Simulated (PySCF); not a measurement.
## Electronic structure of C$_{5}$H$_{7}$FN$_{2}$Si (SMILES N#CC1=C[SiH2][C@]1(F)CN) in real space

```xyz
16

N    -1.3374    3.1539   -0.5943
C    -1.2419    2.0231   -0.4168
C    -1.0722    0.6502   -0.1962
C    -1.7125   -0.1860    0.6427
Si   -0.7492   -1.7311    0.1183
C     0.0029   -0.2047   -0.8397
F    -0.0608   -0.1966   -2.2263
C     1.4077    0.1857   -0.4036
N     1.4963   -0.0790    1.0228
H    -2.5000    0.0882    1.3261
H    -1.5166   -2.5834   -0.7876
H     0.0769   -2.4433    1.0746
H     1.6241    1.2291   -0.6849
H     2.1164   -0.4616   -0.9265
H     2.4607   -0.0691    1.3345
H     0.9979    0.6337    1.5455
```

Geometry: GFN2-xTB.

All numbers below come from PBE0/pcSseg-1, SCF density, gas phase, non-relativistic (PySCF 2.14.0).

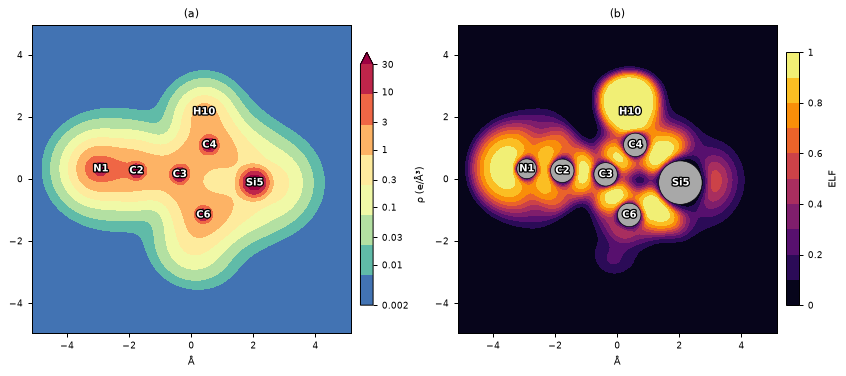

Figure 1. (a) total electron density; (b) electron localisation function on the plane of atoms C3, C4 and Si5. Grey discs cover the atomic cores in the ELF map.

> Interpret the plot.

- The section cuts through N, C, Si and H sites.
- C–N (1.15 Å): the density is about 3.5 e/Å³ at the midpoint; the ELF peaks at about 0.85 between the atoms: a short, multiple covalent bond.
- C–C (1.35 Å): the density is about 2.2 e/Å³ at the midpoint; the ELF peaks at about 0.90 between the atoms: a covalent bond.
- C–Si (1.89 Å): ρ is about 0.88 e/Å³ halfway; the ELF peaks at about 0.95 between the atoms: localised, covalent bonding.
- C–C (1.40 Å): ρ at the midpoint is about 2 e/Å³; the ELF peaks at about 0.95 between the atoms: localised, covalent bonding.
- C–C (1.52 Å): ρ at the midpoint is about 1.7 e/Å³; the ELF peaks at about 0.95 between the atoms (localised, covalent bonding).
- The ELF also peaks beside N1, away from the bonds: lone-pair regions.

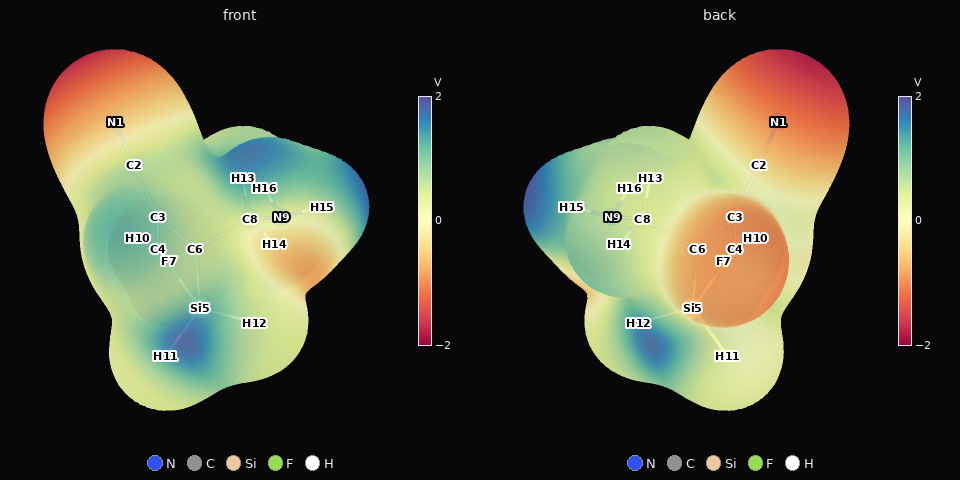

Figure 2. The electrostatic potential painted on the density surface at 0.002 e/bohr³, seen from the front and from behind; the colour scale runs from red (negative) to blue (positive).

> Which sites attract a positive test charge, and which a negative one?

A positive charge is drawn to the negative regions and a negative charge to the positive ones. The most negative region (about −1.7 V) lies over N1, the most positive (about +1.8 V) over Si5 and H15. N1 is the likeliest acceptor of a hydrogen bond.

> What dipole moment does the calculation give?

Its dipole moment is 4.54 D.
